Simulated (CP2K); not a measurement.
**A workflow on doublet [C2H4F2]+**

Aim: a series of 9 runs (UBLYP/def2-SVP, BLYP/def2-SVPD, UBLYP/def2-SVPD, BLYP/def2-TZVP, UBLYP/def2-TZVP, BLYP/def2-TZVPD, UBLYP/def2-TZVPD, BLYP/def2-QZVP, and more) of C2H4F2. 

Program for the calculation: CP2K 2026.2.

## (1) Starting point

The species is [C2H4F2]+ (8 atoms), meant as a doublet with charge +1. SMILES of the parent species: `CC(F)F`. The shape is that of a PBE0-D4/def2-TZVP optimisation. That shape belongs to the parent species and isn't relaxed for this state.

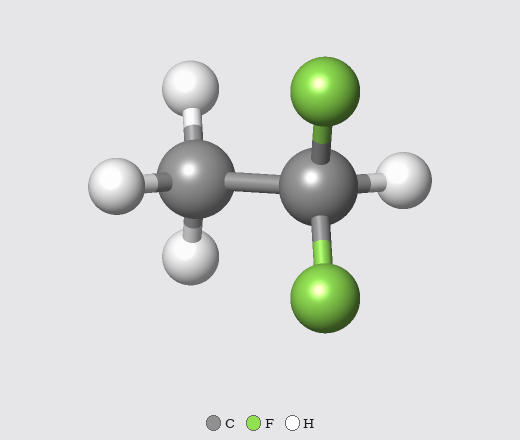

The structure, seen from a chosen angle (carbon grey, fluorine green, hydrogen white).

## (2) Energy and forces at UBLYP/def2-SVP (run 1)

molecule.xyz

```xyz
8

C      0.003300     0.777600     0.023300
C     -0.052000    -0.718200    -0.008200
F      0.925500    -1.243400     0.779100
F      0.168200    -1.172100    -1.271900
H      0.981400     1.111900    -0.325400
H     -0.157200     1.132800     1.041800
H     -0.771000     1.190600    -0.624000
H     -1.006100    -1.136400     0.329500
```

molecule.inp

```
&FORCE_EVAL
  METHOD QS
  &DFT
    BASIS_SET_FILE_NAME ./def2_svp.basis
    POTENTIAL_FILE_NAME POTENTIAL
    CHARGE 1
    MULTIPLICITY 2
    LSD T
    &QS
      METHOD GAPW
      EPS_DEFAULT 1.0E-10
    &END QS
    &MGRID
      CUTOFF 280
      REL_CUTOFF 50
      NGRIDS 4
    &END MGRID
    &POISSON
      PERIODIC NONE
      POISSON_SOLVER MULTIPOLE
    &END POISSON
    &SCF
      SCF_GUESS ATOMIC
      EPS_SCF 1.0E-06
      MAX_SCF 30
      &OT
        MINIMIZER CG
        PRECONDITIONER FULL_SINGLE_INVERSE
      &END OT
      &OUTER_SCF
        EPS_SCF 1.0E-06
        MAX_SCF 8
      &END OUTER_SCF
    &END SCF
    &XC
      &XC_FUNCTIONAL BLYP
      &END XC_FUNCTIONAL
    &END XC
    &PRINT
      &MOMENTS
        PERIODIC F
        REFERENCE COM
        MAX_MOMENT 1
      &END MOMENTS
      &MO_CUBES
        NLUMO 1
        NHOMO -1
        WRITE_CUBE F
      &END MO_CUBES
      &HIRSHFELD OFF
      &END HIRSHFELD
    &END PRINT
  &END DFT
  &SUBSYS
    &CELL
      ABC 10.2 10.6 10.5
      PERIODIC NONE
    &END CELL
    &TOPOLOGY
      COORD_FILE_NAME molecule.xyz
      COORD_FILE_FORMAT XYZ
      &CENTER_COORDINATES
      &END CENTER_COORDINATES
    &END TOPOLOGY
    &KIND C
      BASIS_SET def2-SVP
      POTENTIAL ALL
    &END KIND
    &KIND F
      BASIS_SET def2-SVP
      POTENTIAL ALL
    &END KIND
    &KIND H
      BASIS_SET def2-SVP
      POTENTIAL ALL
    &END KIND
  &END SUBSYS
  &PRINT
    &FORCES ON
    &END FORCES
  &END PRINT
&END FORCE_EVAL

&GLOBAL
  PROJECT_NAME molecule
  RUN_TYPE ENERGY_FORCE
  PRINT_LEVEL MEDIUM
&END GLOBAL
```

Run with:

```bash
$ OMP_NUM_THREADS=2 cp2k.psmp molecule.inp > molecule.out
```

The log of the run:

```text
CP2K| version string:                                       CP2K version 2026.2
[...]
 GLOBAL| Method name                                                        CP2K
[...]
 GLOBAL| Run type                                                   ENERGY_FORCE
[...]
 DFT| Spin unrestricted (spin-polarized) Kohn-Sham calculation               UKS
 DFT| Multiplicity                                                             2
[...]
 DFT| Charge                                                                   1
[...]
 FUNCTIONAL| BECKE88:
 FUNCTIONAL| LYP:
 QS| Method:                                                                GAPW
[...]
 QS| Density cutoff [a.u.]:                                                140.0
[...]
 QS| Relative density cutoff [a.u.]:                                        25.0
[...]
                             - Atoms:                                          8
[...]
                             - Spherical basis functions:                     76
[...]
 Number of electrons:                                                         17
[...]
     1 OT CG       0.80E-01    0.9     0.32441514      -258.7253627618 -2.59E+02
[...]
    10 OT CG       0.32E-02    0.7     0.00000087      -277.6057097970 -3.81E-12
  *** SCF run converged in    10 steps ***
[...]
  Overlap energy of the core charge distribution:               0.00000350131780
  Self energy of the core charge distribution:               -272.99416844317636
  Core Hamiltonian energy:                                    -22.19883081113220
  Hartree energy:                                              65.68775094614234
  Exchange-correlation energy:                                -11.79993463707961
[...]
                     Mulliken Population Analysis
 #  Atom  Element  Kind  Atomic population (alpha,beta) Net charge  Spin moment
       1     C        1         3.071402     2.893021     0.035576     0.178381
       2     C        1         2.889811     2.786549     0.323640     0.103262
       3     F        2         4.616822     4.360595     0.022583     0.256227
       4     F        2         4.616910     4.360450     0.022639     0.256460
       5     H        3         0.444901     0.410001     0.145098     0.034900
       6     H        3         0.437328     0.435710     0.126962     0.001618
       7     H        3         0.437356     0.435722     0.126923     0.001634
       8     H        3         0.485469     0.317952     0.196579     0.167517
 # Total charge and spin       17.000000    16.000000     1.000000     1.000000
[...]
  Dipole moment [Debye]
    X= -0.2264165E+01 Y=  0.2378931E+01 Z=  0.9185060E+00  Total=      3.4101915
[...]
 HOMO - LUMO gap [eV] :    0.909352
[...]
 ENERGY| Total FORCE_EVAL ( QS ) energy [hartree]           -277.605709797030045
 FORCES| Atomic forces [hartree/bohr]
 FORCES|   Atom     x               y               z               |f|
 FORCES|      1 -1.54040015E-02  5.18161445E-02  7.58190963E-03   5.45864584E-02
 FORCES|      2  7.36111030E-02 -5.00209383E-02 -2.89547134E-02   9.35898722E-02
 FORCES|      3 -1.56192522E-02  4.43219237E-03 -8.01351403E-06   1.62359303E-02
 FORCES|      4 -1.17241261E-02  4.17449854E-03  1.05092215E-02   1.62888093E-02
 FORCES|      5  1.57599115E-02 -5.28564810E-03 -6.01094086E-03   1.76760939E-02
 FORCES|      6 -3.32502636E-03 -6.87239735E-04  1.21422975E-02   1.26080723E-02
 FORCES|      7 -1.04429604E-02  2.43744316E-06 -7.14453435E-03   1.26530549E-02
 FORCES|      8 -3.28707544E-02 -4.39117608E-03  1.19885616E-02   3.52632178E-02
 FORCES| Sum    -1.51064624E-05  4.02705805E-05  1.03788089E-04
 FORCES| Total atomic force                                       1.12347195E-04
[...]
```

Run time: 3.8 min. Hardware: 2 threads of Arm Neoverse V2, shared host; peak memory 0.79 GiB.

## (3) Singlet neutral C2H4F2: energy and forces at BLYP/def2-SVPD (run 2)

molecule.xyz is that of step 2.

run.inp

```
&GLOBAL
   PROJECT run
   RUN_TYPE ENERGY_FORCE
   PRINT_LEVEL MEDIUM
&END GLOBAL

&FORCE_EVAL
   METHOD Quickstep
   &DFT
      BASIS_SET_FILE_NAME ./def2_svpd.basis
      POTENTIAL_FILE_NAME POTENTIAL
      &QS
         METHOD GAPW
         EPS_DEFAULT 1.0E-10
      &END QS
      &MGRID
         CUTOFF 280
         REL_CUTOFF 50
         NGRIDS 4
      &END MGRID
      &POISSON
         PERIODIC NONE
         POISSON_SOLVER MULTIPOLE
      &END POISSON
      &SCF
         SCF_GUESS ATOMIC
         EPS_SCF 1.0E-06
         MAX_SCF 50
         &OT
            MINIMIZER DIIS
            PRECONDITIONER FULL_ALL
         &END OT
         &OUTER_SCF
            EPS_SCF 1.0E-06
            MAX_SCF 10
         &END OUTER_SCF
      &END SCF
      &XC
         &XC_FUNCTIONAL BLYP
         &END XC_FUNCTIONAL
      &END XC
      &PRINT
         &MOMENTS
            PERIODIC F
            REFERENCE COM
            MAX_MOMENT 1
         &END MOMENTS
         &MO_CUBES
            NLUMO 3
            NHOMO -1
            WRITE_CUBE F
         &END MO_CUBES
         &HIRSHFELD OFF
         &END HIRSHFELD
      &END PRINT
   &END DFT
   &SUBSYS
      &CELL
         ABC 10.2 10.6 10.5
         PERIODIC NONE
      &END CELL
      &TOPOLOGY
         COORD_FILE_NAME molecule.xyz
         COORD_FILE_FORMAT XYZ
         &CENTER_COORDINATES
         &END CENTER_COORDINATES
      &END TOPOLOGY
      &KIND C
         BASIS_SET def2-SVPD
         POTENTIAL ALL
      &END KIND
      &KIND F
         BASIS_SET def2-SVPD
         POTENTIAL ALL
      &END KIND
      &KIND H
         BASIS_SET def2-SVPD
         POTENTIAL ALL
      &END KIND
   &END SUBSYS
   &PRINT
      &FORCES ON
      &END FORCES
   &END PRINT
&END FORCE_EVAL
```

Run with:

```bash
$ OMP_NUM_THREADS=2 cp2k.psmp -i run.inp -o run.out
```

The log of the run, shortened:

```text
CP2K| version string:                                       CP2K version 2026.2
[...]
 GLOBAL| Method name                                                        CP2K
[...]
 GLOBAL| Run type                                                   ENERGY_FORCE
[...]
 DFT| Spin restricted Kohn-Sham (RKS) calculation                            RKS
 DFT| Multiplicity                                                             1
[...]
 DFT| Charge                                                                   0
[...]
 FUNCTIONAL| BECKE88:
 FUNCTIONAL| LYP:
 QS| Method:                                                                GAPW
[...]
 QS| Density cutoff [a.u.]:                                                140.0
[...]
 QS| Relative density cutoff [a.u.]:                                        25.0
[...]
                             - Atoms:                                          8
[...]
                             - Spherical basis functions:                    118
[...]
 Number of electrons:                                                         34
[...]
     1 OT DIIS     0.15E+00    0.4     0.17100546      -269.9388997335 -2.70E+02
[...]
    29 OT DIIS     0.15E+00    0.4     0.00000098      -278.0580027762 -1.85E-09
  *** SCF run converged in    29 steps ***
[...]
  Overlap energy of the core charge distribution:               0.00000350131780
  Self energy of the core charge distribution:               -272.99416844317636
  Core Hamiltonian energy:                                    -21.71524526022848
  Hartree energy:                                              65.00769084033604
  Exchange-correlation energy:                                -12.13729037214507
[...]
                     Mulliken Population Analysis
 #  Atom  Element  Kind  Atomic population                           Net charge
       1     C        1          5.367321                              0.632679
       2     C        1          5.174955                              0.825045
       3     F        2          9.368606                             -0.368606
       4     F        2          9.368652                             -0.368652
       5     H        3          1.110240                             -0.110240
[...]
  Dipole moment [Debye]
    X= -0.1410892E+01 Y=  0.1620338E+01 Z=  0.5773399E+00  Total=      2.2247324
[...]
 HOMO - LUMO gap [eV] :    8.092190
[...]
 ENERGY| Total FORCE_EVAL ( QS ) energy [hartree]           -278.058002777063052
[...]
```

Wall time 14 s (2 threads of Arm Neoverse V2, shared host); peak memory 0.65 GiB.

Runs 3 to 7 aren't shown in full; the table further down has their settings and results.

## (4) Singlet neutral C2H4F2: energy and gradient at BLYP/def2-QZVP (run 8)

molecule.xyz is that of step 3.

gas.inp

```
&GLOBAL
  PROJECT_NAME gas
  RUN_TYPE ENERGY_FORCE
  PRINT_LEVEL MEDIUM
&END

&FORCE_EVAL
  METHOD QUICKSTEP
  &DFT
    BASIS_SET_FILE_NAME ./def2_qzvp.basis
    POTENTIAL_FILE_NAME POTENTIAL
    ! Quickstep
    &QS
      METHOD GAPW
      EPS_DEFAULT 1.0E-10
    &END
    ! real-space grids
    &MGRID
      CUTOFF 280
      REL_CUTOFF 50
      NGRIDS 4
    &END
    &POISSON
      PERIODIC NONE
      POISSON_SOLVER MULTIPOLE
    &END
    &SCF
      SCF_GUESS ATOMIC
      EPS_SCF 1.0E-06
      MAX_SCF 50
      &OT
        MINIMIZER DIIS
        PRECONDITIONER FULL_ALL
      &END
      &OUTER_SCF
        EPS_SCF 1.0E-06
        MAX_SCF 10
      &END
    &END
    ! exchange and correlation
    &XC
      &XC_FUNCTIONAL BLYP
      &END
    &END
    ! extra output
    &PRINT
      &MOMENTS
        PERIODIC F
        REFERENCE COM
        MAX_MOMENT 1
      &END
      &MO_CUBES
        NLUMO 3
        NHOMO -1
        WRITE_CUBE F
      &END
      &HIRSHFELD OFF
      &END
    &END
  &END
  ! structure
  &SUBSYS
    ! box in angstrom
    &CELL
      ABC 10.2 10.6 10.5
      PERIODIC NONE
    &END
    &TOPOLOGY
      COORD_FILE_NAME molecule.xyz
      COORD_FILE_FORMAT XYZ
      &CENTER_COORDINATES
      &END
    &END
    &KIND C
      BASIS_SET def2-QZVP
      POTENTIAL ALL
    &END
    &KIND F
      BASIS_SET def2-QZVP
      POTENTIAL ALL
    &END
    &KIND H
      BASIS_SET def2-QZVP
      POTENTIAL ALL
    &END
  &END
  ! extra output
  &PRINT
    &FORCES ON
    &END
  &END
&END
```

Run with:

```bash
$ OMP_NUM_THREADS=2 cp2k.psmp -i gas.inp > gas.out 2>&1
```

The log of the run, shortened:

```text
CP2K| version string:                                       CP2K version 2026.2
[...]
 GLOBAL| Method name                                                        CP2K
[...]
 GLOBAL| Run type                                                   ENERGY_FORCE
[...]
 DFT| Spin restricted Kohn-Sham (RKS) calculation                            RKS
 DFT| Multiplicity                                                             1
[...]
 DFT| Charge                                                                   0
[...]
 FUNCTIONAL| BECKE88:
 FUNCTIONAL| LYP:
 QS| Method:                                                                GAPW
[...]
 QS| Density cutoff [a.u.]:                                                140.0
[...]
 QS| Relative density cutoff [a.u.]:                                        25.0
[...]
                             - Atoms:                                          8
[...]
                             - Spherical basis functions:                    348
[...]
 Number of electrons:                                                         34
[...]
     1 OT DIIS     0.15E+00    0.6     0.08064963      -273.8011345212 -2.74E+02
[...]
    18 OT DIIS     0.15E+00    0.8     0.00000063      -278.3930630395 -1.30E-09
  *** SCF run converged in    18 steps ***
[...]
  Overlap energy of the core charge distribution:               0.00000350131780
  Self energy of the core charge distribution:               -272.99416844317636
  Core Hamiltonian energy:                                    -21.59660347489895
  Hartree energy:                                              70.58548653403604
  Exchange-correlation energy:                                -13.10384415488118
[...]
                     Mulliken Population Analysis
 #  Atom  Element  Kind  Atomic population                           Net charge
       1     C        1          6.091275                             -0.091275
       2     C        1          5.514012                              0.485988
       3     F        2          9.282593                             -0.282593
       4     F        2          9.282568                             -0.282568
       5     H        3          0.942746                              0.057254
[...]
  Dipole moment [Debye]
    X= -0.1364413E+01 Y=  0.1564408E+01 Z=  0.5582947E+00  Total=      2.1495792
[...]
 HOMO - LUMO gap [eV] :    8.144136
[...]
 ENERGY| Total FORCE_EVAL ( QS ) energy [hartree]           -278.393063039985520
[...]
```

Run time: 17 s. Hardware: 2 threads of Arm Neoverse V2, shared host; peak memory 0.7 GiB.

## (5) Energy and gradient at UBLYP/def2-QZVP (run 9)

molecule.xyz is that of step 4.

mol.inp

```
&FORCE_EVAL
 METHOD Quickstep
 &DFT
  BASIS_SET_FILE_NAME ./def2_qzvp.basis
  POTENTIAL_FILE_NAME POTENTIAL
  CHARGE 1
  MULTIPLICITY 2
  UNRESTRICTED_KOHN_SHAM T
  # Quickstep
  &QS
   METHOD GAPW
   EPS_DEFAULT 1.0E-10
  &END
  &MGRID
   CUTOFF 280
   REL_CUTOFF 50
   NGRIDS 4
  &END
  # no periodic images
  &POISSON
   PERIODIC NONE
   POISSON_SOLVER MULTIPOLE
  &END
  # self-consistent field
  &SCF
   SCF_GUESS ATOMIC
   EPS_SCF 1.0E-06
   MAX_SCF 30
   &OT
    MINIMIZER CG
    PRECONDITIONER FULL_SINGLE_INVERSE
   &END
   &OUTER_SCF
    EPS_SCF 1.0E-06
    MAX_SCF 8
   &END
  &END
  &XC
   &XC_FUNCTIONAL BLYP
   &END
  &END
  # extra output
  &PRINT
   &MOMENTS
    PERIODIC F
    REFERENCE COM
    MAX_MOMENT 1
   &END
   &MO_CUBES
    NLUMO 1
    NHOMO -1
    WRITE_CUBE F
   &END
   &HIRSHFELD OFF
   &END
  &END
 &END
 # atoms, cell and kinds
 &SUBSYS
  # vacuum box
  &CELL
   ABC 10.2 10.6 10.5
   PERIODIC NONE
  &END
  &TOPOLOGY
   COORD_FILE_NAME molecule.xyz
   COORD_FILE_FORMAT XYZ
   &CENTER_COORDINATES
   &END
  &END
  &KIND C
   BASIS_SET def2-QZVP
   POTENTIAL ALL
  &END
  &KIND F
   BASIS_SET def2-QZVP
   POTENTIAL ALL
  &END
  &KIND H
   BASIS_SET def2-QZVP
   POTENTIAL ALL
  &END
 &END
 # extra output
 &PRINT
  &FORCES ON
  &END
 &END
&END
&GLOBAL
 PROJECT_NAME mol
 RUN_TYPE ENERGY_FORCE
 PRINT_LEVEL MEDIUM
&END
```

Run with:

```bash
$ OMP_NUM_THREADS=2 cp2k.psmp -i mol.inp > mol.out 2>&1
```

The log of the run, shortened:

```text
CP2K| version string:                                       CP2K version 2026.2
[...]
 GLOBAL| Method name                                                        CP2K
[...]
 GLOBAL| Run type                                                   ENERGY_FORCE
[...]
 DFT| Spin unrestricted (spin-polarized) Kohn-Sham calculation               UKS
 DFT| Multiplicity                                                             2
[...]
 DFT| Charge                                                                   1
[...]
 FUNCTIONAL| BECKE88:
 FUNCTIONAL| LYP:
 QS| Method:                                                                GAPW
[...]
 QS| Density cutoff [a.u.]:                                                140.0
[...]
 QS| Relative density cutoff [a.u.]:                                        25.0
[...]
                             - Atoms:                                          8
[...]
                             - Spherical basis functions:                    348
[...]
 Number of electrons:                                                         17
[...]
     1 OT CG       0.80E-01    1.2     0.11649797      -271.7681595741 -2.72E+02
[...]
    13 OT CG       0.87E-02    1.5     0.00000092      -277.9622688709 -8.12E-11
  *** SCF run converged in    13 steps ***
[...]
  Overlap energy of the core charge distribution:               0.00000350131780
  Self energy of the core charge distribution:               -272.99416844317636
  Core Hamiltonian energy:                                    -22.16497532530621
  Hartree energy:                                              71.26087372699810
  Exchange-correlation energy:                                -12.74337295934831
[...]
                     Mulliken Population Analysis
 #  Atom  Element  Kind  Atomic population (alpha,beta) Net charge  Spin moment
       1     C        1         3.081775     2.904585     0.013640     0.177190
       2     C        1         2.829367     2.711843     0.458789     0.117524
       3     F        2         4.641441     4.391758    -0.033199     0.249683
       4     F        2         4.641485     4.391589    -0.033074     0.249895
       5     H        3         0.451569     0.419068     0.129363     0.032501
[...]
  Dipole moment [Debye]
    X= -0.2271711E+01 Y=  0.2495031E+01 Z=  0.9252407E+00  Total=      3.4988456
[...]
 HOMO - LUMO gap [eV] :    0.938525
[...]
 ENERGY| Total FORCE_EVAL ( QS ) energy [hartree]           -277.962268870897503
[...]
```

It took 7.3 min on 2 threads of Arm Neoverse V2, shared host; peak memory 0.87 GiB.

## (6) All runs side by side

```tsv
run	level	iteration cap	ot minimizer	partner	energy (Eh)	HOMO energy (eV)	LUMO energy (eV)	⟨S²⟩	wall time
1	UBLYP/def2-SVP	30	CG	cation	-277.605710	-16.40	-15.49	0.751	3.8 min
2	BLYP/def2-SVPD	50	DIIS	base	-278.058003	-8.00	0.10	–	14 s
3	UBLYP/def2-SVPD	30	CG	cation	-277.623546	-16.54	-15.68	0.751	3.5 min
4	BLYP/def2-TZVP	50	DIIS	base	-278.372857	-7.84	0.78	–	24 s
5	UBLYP/def2-TZVP	30	CG	cation	-277.943294	-16.49	-15.55	0.751	3.1 min
6	BLYP/def2-TZVPD	50	DIIS	base	-278.375250	-7.92	-0.19	–	23 s
7	UBLYP/def2-TZVPD	30	CG	cation	-277.944280	-16.50	-15.56	0.751	2.9 min
8	BLYP/def2-QZVP	50	DIIS	base	-278.393063	-7.91	0.23	–	17 s
9	UBLYP/def2-QZVP	30	CG	cation	-277.962269	-16.50	-15.56	0.751	7.3 min
```

Convergence of the dipole moment of singlet C2H4F2 with the basis set, against the last point:

```tsv
basis set	from the last (D)	wall time
def2-SVPD	+0.0752	14 s
def2-TZVP	-0.0615	24 s
def2-TZVPD	+0.0162	23 s
def2-QZVP	+0.0000	17 s
```

Convergence of the HOMO energy of singlet C2H4F2 with the basis set, against the last point:

```tsv
basis set	from the last (eV)	wall time
def2-SVPD	-0.0858	14 s
def2-TZVP	+0.0669	24 s
def2-TZVPD	-0.0110	23 s
def2-QZVP	+0.0000	17 s
```

## (7) Results

| quantity | value |
| --- | --- |
| run 9, UBLYP/def2-QZVP: total energy | -277.96227 Eh |
| run 9, UBLYP/def2-QZVP: HOMO energy (highest over α and β) | -16.50 eV |
| run 9, UBLYP/def2-QZVP: LUMO energy (lowest over α and β) | -15.56 eV |
| run 9, UBLYP/def2-QZVP: ⟨S²⟩ | 0.751 |
| run 9, UBLYP/def2-QZVP: largest force on an atom | 4.357 eV/Å |
| vertical ionisation energy (to the doublet cation), BLYP/def2-SVPD | 11.822 eV |
| vertical ionisation energy (to the doublet cation), BLYP/def2-TZVP | 11.689 eV |
| vertical ionisation energy (to the doublet cation), BLYP/def2-TZVPD | 11.727 eV |
| vertical ionisation energy (to the doublet cation), BLYP/def2-QZVP | 11.723 eV |

For the dipole moment of singlet C2H4F2 to stay within 0.05 D of the last point, def2-TZVPD is the first point of the series from which all later ones do (23 s against 17 s). For the HOMO energy of singlet C2H4F2 to stay within 0.05 eV of the last point, def2-TZVPD is the first point of the series from which all later ones do (23 s against 17 s). All runs together took 22 min, the longest 7.3 min.
